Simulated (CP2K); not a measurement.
# CHF2S (SMILES F[C](F)S) at IPEA1-xTB

What is the vertical ionisation energy of CHF2S at IPEA1-xTB? 

Program for the calculation: CP2K 2026.2.

5 further runs of the same task are left out: 1 that didn't finish, 4 set aside as unsound or not needed.

## (1) The system as given

CHF2S has 5 atoms, charge 0, and is taken as a doublet. SMILES: `F[C](F)S`. The shape is that of a GFN2-xTB optimisation. This is one conformer, not always the lowest.

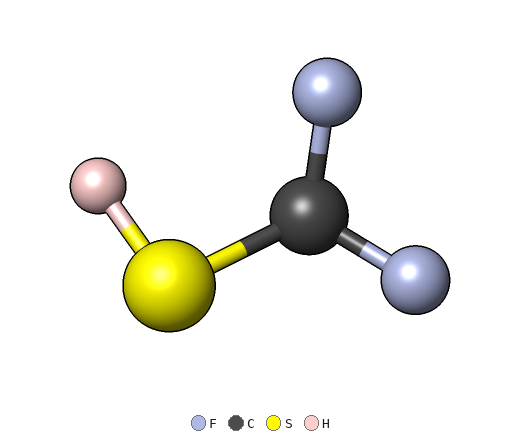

The structure, seen from a chosen angle (fluorine light blue, carbon dark grey, sulfur yellow, hydrogen pink).

## (2) Energy and gradient at IPEA1-xTB

File molecule.xyz:

```xyz
5

F      1.059930     0.084330     0.946710
C      0.237900    -0.492110     0.056920
F     -0.201370    -1.651490     0.543360
S     -0.976730     0.526160    -0.679570
H     -0.119740     1.533120    -0.867410
```

File job.inp:

```
&GLOBAL
    PROJECT_NAME job
    RUN_TYPE ENERGY_FORCE
    PRINT_LEVEL MEDIUM
&END GLOBAL

&FORCE_EVAL
    METHOD Quickstep
    &DFT
        CHARGE 0
        MULTIPLICITY 2
        UKS T
        # Quickstep
        &QS
            METHOD XTB
            EPS_DEFAULT 1.0E-10
            &XTB
                GFN_TYPE TBLITE
                &TBLITE
                    METHOD IPEA1
                &END TBLITE
                CHECK_ATOMIC_CHARGES F
            &END XTB
        &END QS
        # isolated system
        &POISSON
            PERIODIC NONE
            POISSON_SOLVER ANALYTIC
        &END POISSON
        # SCF settings
        &SCF
            SCF_GUESS ATOMIC
            EPS_SCF 1.0E-06
            MAX_SCF 150
            ADDED_MOS 8
            &DIAGONALIZATION
                ALGORITHM STANDARD
            &END DIAGONALIZATION
            &MIXING
                METHOD DIRECT_P_MIXING
                ALPHA 0.4
            &END MIXING
            &SMEAR ON
                METHOD FERMI_DIRAC
                ELECTRONIC_TEMPERATURE [K] 300
            &END SMEAR
        &END SCF
        &PRINT
            &MOMENTS
                PERIODIC F
                REFERENCE COM
                MAX_MOMENT 1
            &END MOMENTS
            &MO ON
                ENERGIES T
                OCCUPATION_NUMBERS T
                NDIGITS 6
                &EACH
                    QS_SCF 0
                &END EACH
                ADD_LAST NUMERIC
            &END MO
            &HIRSHFELD OFF
            &END HIRSHFELD
        &END PRINT
    &END DFT
    # atoms, cell and kinds
    &SUBSYS
        # box in angstrom
        &CELL
            ABC [angstrom] 14 15.2 13.8
            PERIODIC NONE
        &END CELL
        &TOPOLOGY
            COORD_FILE_NAME molecule.xyz
            COORD_FILE_FORMAT XYZ
            &CENTER_COORDINATES
            &END CENTER_COORDINATES
        &END TOPOLOGY
    &END SUBSYS
    &PRINT
        &FORCES ON
        &END FORCES
    &END PRINT
&END FORCE_EVAL
```

Launch:

```
$ OMP_NUM_THREADS=1 cp2k.psmp -i job.inp > job.out 2>&1
```

Standard output, cut to the lines that bear on the results:

```text
CP2K| version string:                                       CP2K version 2026.2
[...]
 GLOBAL| Method name                                                        CP2K
[...]
 GLOBAL| Run type                                                   ENERGY_FORCE
[...]
                             - Atoms:                                          5
[...]
                             - Spherical basis functions:                     26
[...]
 Number of electrons:                                                         13
[...]
  *** SCF run converged in    18 steps ***
[...]
  Fermi energy:                                                -0.35220614276964
[...]
 TB_DIPOLE| Moment [Debye]         -0.18960804       1.45800045      -1.38054080
 TB_DIPOLE| Derivative [a.u.]       0.00000000       0.00000000       0.00000000
[...]
 ENERGY| Total FORCE_EVAL ( QS ) energy [hartree]            -17.440124512702990
 FORCES| Atomic forces [hartree/bohr]
 FORCES|   Atom     x               y               z               |f|
 FORCES|      1 -9.46143506E-03 -8.06979407E-05 -1.18623704E-02   1.51736975E-02
 FORCES|      2  5.52536012E-04 -2.16302986E-03  1.17771312E-02   1.19868600E-02
 FORCES|      3 -1.94356166E-03  1.13443643E-02 -8.84211080E-03   1.45139573E-02
 FORCES|      4  2.08336901E-02  4.73474079E-04  7.49372340E-03   2.21454897E-02
 FORCES|      5 -9.98122940E-03 -9.57411059E-03  1.43362660E-03   1.39048128E-02
 FORCES| Sum    -9.88792381E-17  1.42247325E-16 -2.81675724E-16
 FORCES| Total atomic force                                       3.30685075E-16
[...]
```

Wall time 0.91 s (1 thread of Intel Xeon Platinum 8375C at 2.90GHz (Ice Lake), shared host); peak memory 0.19 GiB.

## (3) The singlet cation

molecule.xyz is that of step 2.

File mol.inp:

```
&GLOBAL
   PROJECT mol
   RUN_TYPE ENERGY_FORCE
   PRINT_LEVEL MEDIUM
&END GLOBAL

&FORCE_EVAL
   METHOD Quickstep
   &DFT
      CHARGE 1
      &QS
         METHOD XTB
         EPS_DEFAULT 1.0E-10
         &XTB
            GFN_TYPE TBLITE
            &TBLITE
               METHOD IPEA1
            &END TBLITE
            CHECK_ATOMIC_CHARGES F
         &END XTB
      &END QS
      &POISSON
         PERIODIC NONE
         POISSON_SOLVER ANALYTIC
      &END POISSON
      &SCF
         SCF_GUESS ATOMIC
         EPS_SCF 1.0E-06
         MAX_SCF 150
         ADDED_MOS 2
         &DIAGONALIZATION
            ALGORITHM STANDARD
         &END DIAGONALIZATION
         &MIXING
            METHOD DIRECT_P_MIXING
            ALPHA 0.4
         &END MIXING
         &SMEAR ON
            METHOD FERMI_DIRAC
            ELECTRONIC_TEMPERATURE [K] 300
         &END SMEAR
      &END SCF
      &PRINT
         &MOMENTS
            PERIODIC F
            REFERENCE COM
            MAX_MOMENT 1
         &END MOMENTS
         &MO ON
            ENERGIES T
            OCCUPATION_NUMBERS T
            NDIGITS 6
            &EACH
               QS_SCF 0
            &END EACH
            ADD_LAST NUMERIC
         &END MO
         &HIRSHFELD OFF
         &END HIRSHFELD
      &END PRINT
   &END DFT
   &SUBSYS
      &CELL
         ABC 14 15.2 13.8
         PERIODIC NONE
      &END CELL
      &TOPOLOGY
         COORD_FILE_NAME molecule.xyz
         COORD_FILE_FORMAT XYZ
         &CENTER_COORDINATES
         &END CENTER_COORDINATES
      &END TOPOLOGY
   &END SUBSYS
   &PRINT
      &FORCES ON
      &END FORCES
   &END PRINT
&END FORCE_EVAL
```

Launch:

```
$ OMP_NUM_THREADS=1 cp2k.psmp -i mol.inp > mol.out 2>&1
```

Standard output, cut to the lines that bear on the results:

```text
CP2K| version string:                                       CP2K version 2026.2
[...]
 GLOBAL| Method name                                                        CP2K
[...]
 GLOBAL| Run type                                                   ENERGY_FORCE
[...]
                             - Atoms:                                          5
[...]
                             - Spherical basis functions:                     26
[...]
 Number of electrons:                                                         24
[...]
  *** SCF run converged in    19 steps ***
[...]
  Fermi energy:                                                -0.64659140683543
[...]
 TB_DIPOLE| Moment [Debye]         -0.37993003       2.61873136      -2.16925446
 TB_DIPOLE| Derivative [a.u.]       0.00000000       0.00000000       0.00000000
[...]
 ENERGY| Total FORCE_EVAL ( QS ) energy [hartree]            -16.954161824230450
 FORCES| Atomic forces [hartree/bohr]
 FORCES|   Atom     x               y               z               |f|
 FORCES|      1 -2.65322073E-02 -3.30978238E-02 -7.04454499E-02   8.22312919E-02
 FORCES|      2 -5.45551144E-02  1.27527929E-02  1.09638723E-01   1.23124099E-01
 FORCES|      3  3.11777950E-02  5.49856499E-02 -4.61135854E-02   7.82428230E-02
 FORCES|      4  6.02232790E-02 -3.26337269E-02  3.65880416E-03   6.85943899E-02
 FORCES|      5 -1.03137523E-02 -2.00689211E-03  3.26150834E-03   1.10017517E-02
 FORCES| Sum    -2.01227923E-16  1.51788304E-17 -2.21177243E-16
 FORCES| Total atomic force                                       2.99403485E-16
[...]
```

It took 0.87 s on 1 thread of Intel Xeon Platinum 8375C at 2.90GHz (Ice Lake), shared host; peak memory 0.19 GiB.

## (4) Summary of results

At IPEA1-xTB:

| quantity | value |
| --- | --- |
| doublet CHF2S: total energy | -17.44012 Eh |
| doublet CHF2S: dipole moment (from atomic charges alone) | 2.02 D |
| doublet CHF2S: HOMO energy (highest over α and β) | -9.81 eV |
| doublet CHF2S: LUMO energy (lowest over α and β) | -9.36 eV |
| doublet CHF2S: largest force on an atom | 1.139 eV/Å |
| singlet cation: total energy | -16.95416 Eh |
| singlet cation: HOMO energy | -19.35 eV |
| singlet cation: LUMO energy | -16.70 eV |
| singlet cation: HOMO–LUMO gap | 2.65 eV |
| singlet cation: largest force on an atom | 6.331 eV/Å |
| vertical ionisation energy (to the singlet cation) | 13.224 eV |

In words: Removing an electron at fixed nuclei costs 13.22 eV (1276 kJ/mol). The largest force (doublet CHF2S) is 1.14 eV/Å: the shape isn't a stationary point for this species at this level. Only the singlet of the ionised species was computed; a triplet could lie lower. xTB total energies overstate such differences by several eV unless an empirical shift is taken off; none is applied here. The dipole (doublet CHF2S) comes from point charges on the atoms alone, without atomic dipoles, so it is partial.
